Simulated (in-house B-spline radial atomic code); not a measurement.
**Mo⁺: binding energies from hole states**

How much more does a second hole in Mo⁺ cost because of the first?

Method: Dirac-Hartree-Fock, average of configuration, Fermi nucleus, basis-set limit. Code: in-house B-spline radial atomic code version 1.

**1. The system**

```
element       : molybdenum (Z = 42)
charge        : +1
electrons     : 41
configuration : [Kr] 4d5
Hamiltonian   : Dirac-Coulomb
nucleus       : Fermi, rms radius 4.409 fm
```

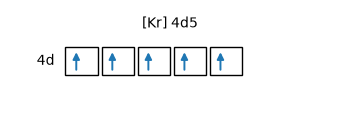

Outer shells as boxes.

The boxes draw the filling by Hund's rule, which heavy ions in jj coupling don't follow; these runs average over all states of the configuration.

The run's settings:

```ini
Z = 42
electrons = 41.0
configuration = [Kr] 4d5
hamiltonian = dirac
method = hf
spin_polarised = False
nucleus = fermi
rms_radius = 4.4091
mass_number = 98
atomic_mass = 97.905403609
speed_of_light = 137.035999084
```

This reference run was done before. Its total energy is -4046.935297 hartree, and its levels are (the highest eight at most):

```csv
orbital,occupation,energy (eV),<r> (bohr)
3p3/2,4,-423.76,0.4314
3d3/2,4,-258.68,0.4120
3d5/2,6,-255.25,0.4154
4s1/2,2,-86.436,1.118
4p1/2,2,-57.088,1.227
4p3/2,4,-54.452,1.256
4d3/2,2,-15.082,1.854
4d5/2,3,-14.875,1.875
```

Single holes known from earlier runs (ΔSCF): 1s 20069.1 eV, 2p1/2 2646.82 eV, 2p3/2 2540.33 eV, 3p1/2 429.73 eV, 3p3/2 411.71 eV, 3d5/2 242.36 eV, 4s 83.053 eV, 4d 13.698 eV.

**2. The 2p3/2 and 4d holes**

In configurations, a minus sign after the shell means j = l − 1/2 and a plus sign j = l + 1/2; the count of electrons follows.

The run's settings:

```ini
Z = 42
electrons = 39.0
configuration = 1s2 2s2 2p-2 2p+3 3s2 3p6 3d10 4s2 4p6 4d4
hamiltonian = dirac
method = hf
spin_polarised = False
nucleus = fermi
rms_radius = 4.4091
mass_number = 98
atomic_mass = 97.905403609
speed_of_light = 137.035999084
```

**3. The 3d5/2 and 3d5/2 holes**

Changes to the settings of step 2:

```diff
@@ -2,3 +2,3 @@
 electrons = 39.0
-configuration = 1s2 2s2 2p-2 2p+3 3s2 3p6 3d10 4s2 4p6 4d4
+configuration = 1s2 2s2 2p6 3s2 3p6 3d-4 3d+4 4s2 4p6 4d5
 hamiltonian = dirac
```

**4. The 3d5/2 and 4s holes**

Changes to the settings of step 3:

```diff
@@ -2,3 +2,3 @@
 electrons = 39.0
-configuration = 1s2 2s2 2p6 3s2 3p6 3d-4 3d+4 4s2 4p6 4d5
+configuration = 1s2 2s2 2p6 3s2 3p6 3d-4 3d+5 4s1 4p6 4d5
 hamiltonian = dirac
```

**5. The 3p3/2 and 3p1/2 holes**

Changes to the settings of step 4:

```diff
@@ -2,3 +2,3 @@
 electrons = 39.0
-configuration = 1s2 2s2 2p6 3s2 3p6 3d-4 3d+5 4s1 4p6 4d5
+configuration = 1s2 2s2 2p6 3s2 3p-1 3p+3 3d10 4s2 4p6 4d5
 hamiltonian = dirac
```

**6. The 2p1/2 and 2p1/2 holes**

Changes to the settings of step 5:

```diff
@@ -2,3 +2,3 @@
 electrons = 39.0
-configuration = 1s2 2s2 2p6 3s2 3p-1 3p+3 3d10 4s2 4p6 4d5
+configuration = 1s2 2s2 2p+4 3s2 3p6 3d10 4s2 4p6 4d5
 hamiltonian = dirac
```

**7. The 1s and 1s holes**

Changes to the settings of step 6:

```diff
@@ -2,3 +2,3 @@
 electrons = 39.0
-configuration = 1s2 2s2 2p+4 3s2 3p6 3d10 4s2 4p6 4d5
+configuration = 2s2 2p6 3s2 3p6 3d10 4s2 4p6 4d5
 hamiltonian = dirac
```

Q: What does each hole state cost in eV, and how does that compare with the orbital energies or single holes?

The runs gave:

| two holes | ΔSCF (eV) | less the two single holes (eV) |
| --- | --- | --- |
| 2p3/2 and 4d | 2567.69 | 13.66 |
| 3d5/2 and 3d5/2 | 519.04 | 34.32 |
| 3d5/2 and 4s | 343.36 | 17.95 |
| 3p3/2 and 3p1/2 | 873.38 | 31.94 |
| 2p1/2 and 2p1/2 | 5418.24 | 124.61 |
| 1s and 1s | 40755.0 | 616.85 |

Two holes cost more than the sum of each, because the second electron leaves a more charged ion. The excess runs from 13.7 eV (2p3/2 and 4d) to 616.9 eV (1s and 1s); it tends to be largest where both holes are compact. Two partly filled shells share a symmetry and can mix in the average, which may lower the energy, in these hole states: 3d5/2 and 3d5/2; 3d5/2 and 4s; 3d5/2. Values are for the free ion, measured from the vacuum level.
